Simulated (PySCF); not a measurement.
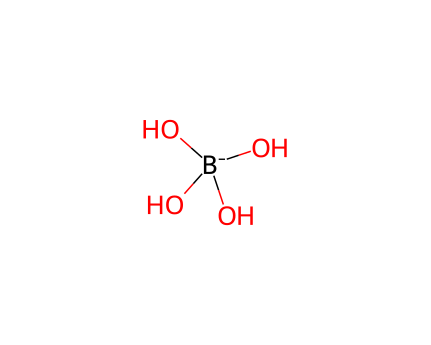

2D structure. The species has charge −1 and is a spin singlet.

Question: Give its SMILES.

Answer: O[B-](O)(O)O

Question: Give the formula, hydrogens included.

Answer: BH4O4, charge -1.

Question: An optimisation with PBE0-D3(BJ)/def2-SVP gave a structure of which point group?

Answer: S4.

The parts below concern this one geometry. Atoms keep their numbers from picture to picture. The geometry was computed by an optimisation with PBE0-D3(BJ)/def2-SVP. No frequency run is at hand to confirm it as a minimum.

## Geometry

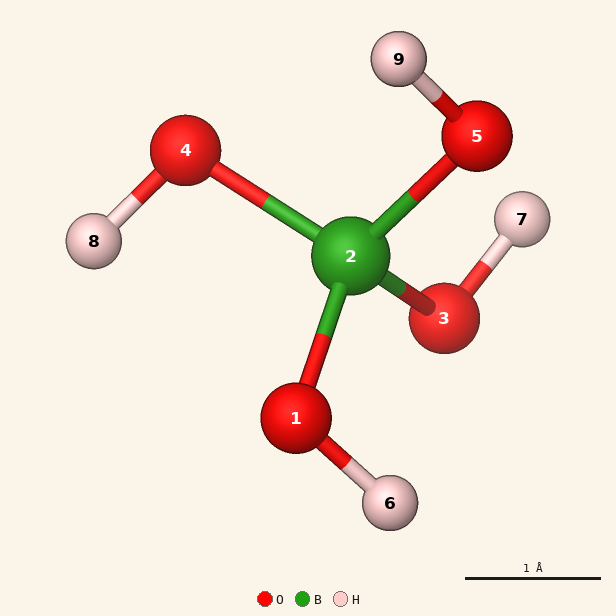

Numbered structure. No frequency run is at hand to confirm it as a minimum.

Give the bond lengths.

| bond | length (Å) | order |
| --- | --- | --- |
| O1–B2 | 1.477 | single |
| O1–H6 | 0.961 | single |
| B2–O3 | 1.478 | single |
| B2–O4 | 1.477 | single |
| B2–O5 | 1.477 | single |
| O3–H7 | 0.961 | single |
| O4–H8 | 0.961 | single |
| O5–H9 | 0.961 | single |

## Quadrupole coupling

No frequency run is at hand to confirm it as a minimum. Electric field gradients from the ground-state density, PBE0/aug-cc-pVDZ (PySCF 2.14.0), non-relativistic apart from any core potentials.

Give the largest field-gradient component, the quadrupole coupling constant and the asymmetry for 17O at O1 (Q = −25.6 mb).

```json
{"atom": "O1", "V_zz (a.u.)": "1.349", "e²qQ/h (MHz)": "−8.12", "η": "0.79"}
```

## NMR shielding

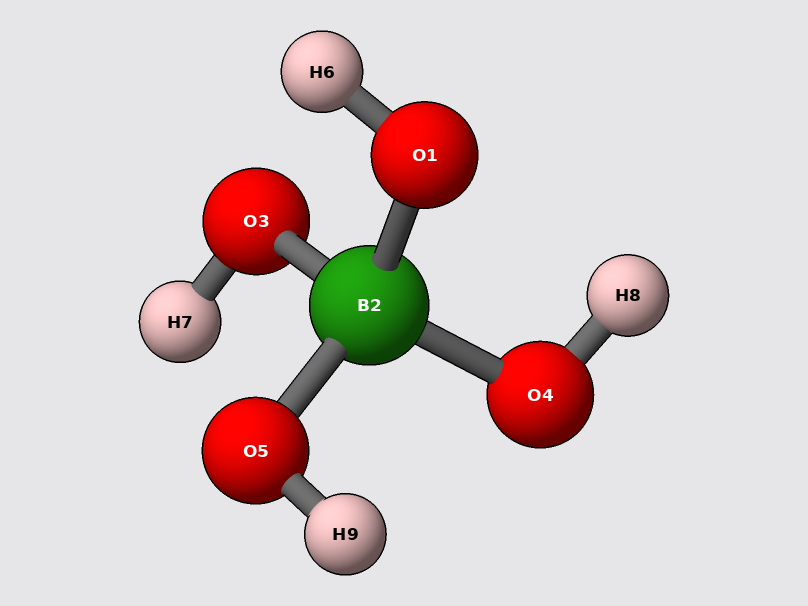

No frequency run is at hand to confirm it as a minimum. Method: GIAO PBE0/pcSseg-0 NMR shielding, non-relativistic, gas phase (PySCF 2.14.0). Principal shieldings σ11 ≤ σ22 ≤ σ33, span Ω = σ33 − σ11, skew κ = 3(σiso − σ22)/Ω.

Give the shielding tensors of the B atoms.

```tsv
atom	σ11	σ22	σ33	σiso	Ω	κ
B2	100.4	100.5	114.3	105.1	13.9	0.97
```

Shieldings and span in ppm.

## Levels of theory compared

No frequency run is at hand to confirm it as a minimum. Program: PySCF 2.14.0.

At this fixed geometry, give HOMO energy (eV) at these levels: PBE0/IGLO-III; PBE0/aug-cc-pVDZ; PBE0/cc-pVDZ; PBE0/cc-pVTZ; PBE0/pcSseg-0.

```tsv
level	HOMO energy (eV)
PBE0/IGLO-III	−2.22
PBE0/aug-cc-pVDZ	−2.28
PBE0/cc-pVDZ	−1.27
PBE0/cc-pVTZ	−1.90
PBE0/pcSseg-0	−1.26
```
